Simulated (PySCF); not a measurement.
## A study: C$_{2}$H$_{2}$F$_{2}$Se, SMILES `FC(F)C=[Se]`

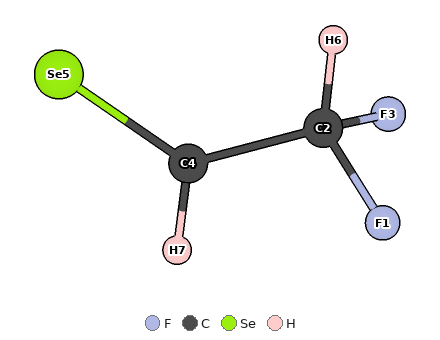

The molecule, with its atoms numbered as below. No frequency check shows the geometry to be a minimum.

Coordinates in Å:

```
F1       2.1534    1.0852   -0.0033
C2       1.3852   -0.0018   -0.2801
F3       2.1555   -1.0821   -0.0053
C4       0.1607   -0.0034    0.5789
Se5     -1.4584    0.0003   -0.0589
H6       1.1657   -0.0010   -1.3577
H7       0.3634   -0.0068    1.6442
```

## 1. Bonding charge

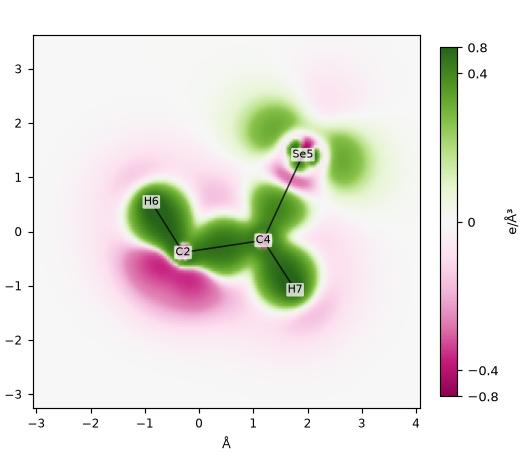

Deformation density (molecule less spherical, spin-averaged free atoms) in the plane of C2, C4, Se5, H6 and H7; colour scale in e/Å³, logarithmic beyond ±0.1; green: gain, pink: loss.

Computed with PySCF, PBE0/def2-TZVP, geometry: GFN2-xTB.

> Describe the bonding that the map shows.

C2–H6: +0.87 e/Å³ at the bond critical point (bond length 1.10 Å, Mayer order 1.0). C4–H7: +0.80 e/Å³ at the bond critical point (bond length 1.08 Å, Mayer order 0.9). C2–C4: +0.64 e/Å³ at the bond critical point (bond length 1.50 Å, Mayer order 1.0). C4–Se5: +0.21 e/Å³ at the bond critical point (bond length 1.74 Å, Mayer order 2.0). In all, 1.7 electrons gather in the regions of gain relative to the promolecule.

> Where do the Hirshfeld charges lie?

The highest Hirshfeld charge is on C2 (+0.13 e), the lowest on F1 and F3 (−0.10 e).

## 2. Bond critical points

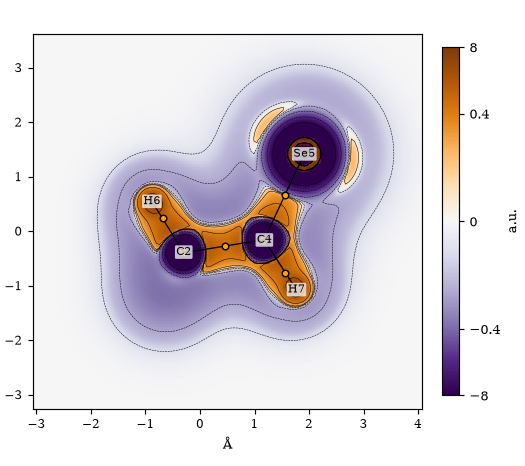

Negative Laplacian of the density (−∇²ρ) in the plane of C2, C4, Se5, H6 and H7 (orange positive, purple negative, colour scale in a.u., logarithmic beyond ±0.04), with bond paths and bond critical points (dots).

> Sort the bonds in the plane by the sign of ∇²ρ at their critical points.

Concentrated (∇²ρ < 0): C2–H6 (−1.11 a.u.); C4–H7 (−1.05 a.u.); C2–C4 (−0.79 a.u.); C4–Se5 (−0.02 a.u.). At none is it depleted.

> Where along C2–H6 does the critical point lie?

0.73 Å from C2 and 0.37 Å from H6.

## 3. Local ionisation energy

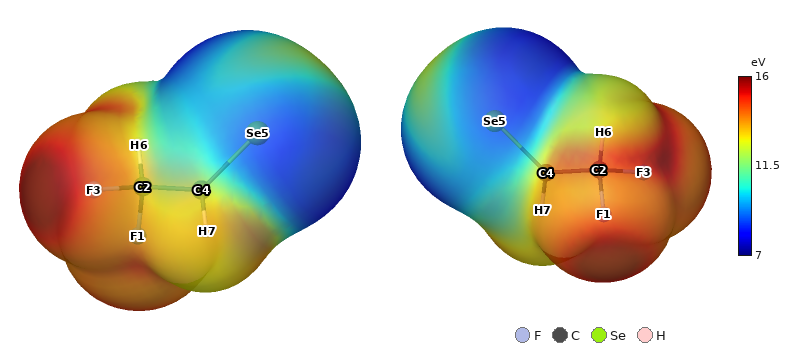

Average local ionisation energy on the surface of electron density 0.001 a.u. (back view left, front view right).

> Locate the minima of the map.

The lowest value is 7.8 eV, 2.4 Å from Se5. Further minima include 7.8 eV, near Se5 (2.42 Å) and H6 (2.48 Å); 12.7 eV, 1.3 Å from H7; 13.8 eV, 1.7 Å from F1. For comparison, the highest occupied orbital lies at −7.0 eV.

> What volume does the surface enclose, and what is the dipole moment?

About 103 Å³; the dipole moment is 0.8 D.

## 4. Excited states

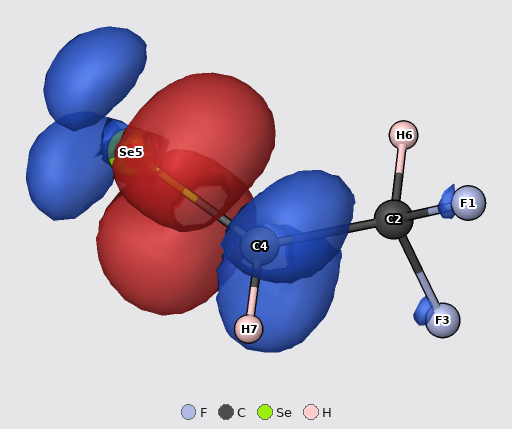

Unrelaxed difference density of S₂ less the ground state (CIS singlet states), ±0.02 e/Å³; blue: gain, red: loss.

PySCF calculation, HF/def2-SVP, gas phase; geometry: GFN2-xTB. Without diffuse functions Rydberg states are missing, so the states' numbers hold for this basis only.

> How does the charge move on excitation?

0.30 e is displaced in all, mostly between regions of the same atoms. The state: 5.94 eV (209 nm), f = 0.366 (bright); the leading pair carries 90 %; hole on Se5 (58 %) and C4 (33 %), electron on Se5 (50 %), C4 (36 %) and C2 (6 %); their centroids lie 0.1 Å apart.

## 5. Localised orbitals

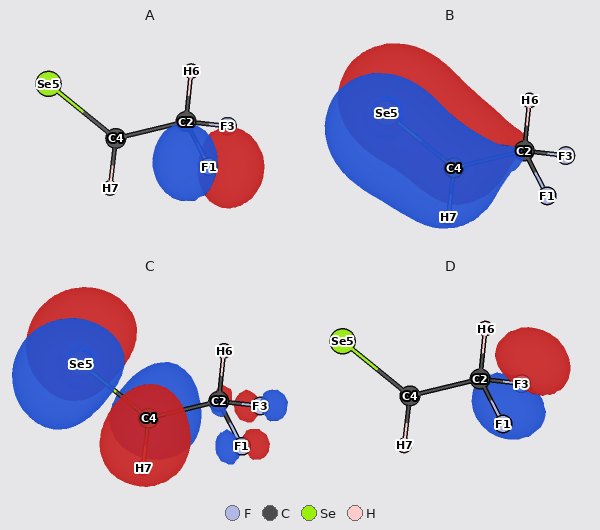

Intrinsic bond orbitals (IBO), occupied and valence-virtual; each surface holds about 85 % of the orbital's density. Energies are diagonal elements of the Fock matrix.

Computed with PySCF, TPSS/def2-TZVP, geometry: GFN2-xTB.

> Name the orbitals, with their atomic make-up and energies.

By panel:
- A: lone pair on F1 (p-type) (F1 96 %; −10.7 eV)
- B: π bond Se5–C4 (Se5 53 %, C4 44 %; −8.4 eV)
- C: π* orbital C4–Se5 (C4 54 %, Se5 44 %; −3.5 eV)
- D: lone pair on F3 (p-type) (F3 98 %; −10.5 eV)

The PySCF runs shown took 24 s, 47 s and 58 s on 1 thread of Arm Neoverse V1, with other jobs on the host.
